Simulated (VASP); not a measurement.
Band structure of CaSi2 (space group R-3m). These are PBEsol GGA, VASP's PBE PAW potentials (set 64) (plane waves; VASP) values and carry that method's errors.

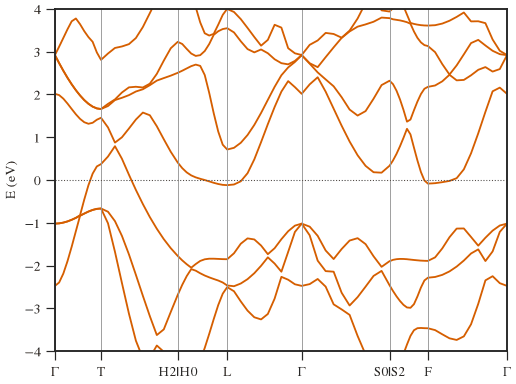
Bands along high-symmetry lines, zero at the valence-band maximum or, without a gap, the Fermi level

Q: Read the plot: is there a gap, and where are the band edges?

A: It has no gap at this level: it comes out as a metal or semimetal. (Edges off the drawn lines would not show.)

The structure comes from a computed database's CaSi2 entry (R-3m); how it stands against other phases isn't given here. It was relaxed first.
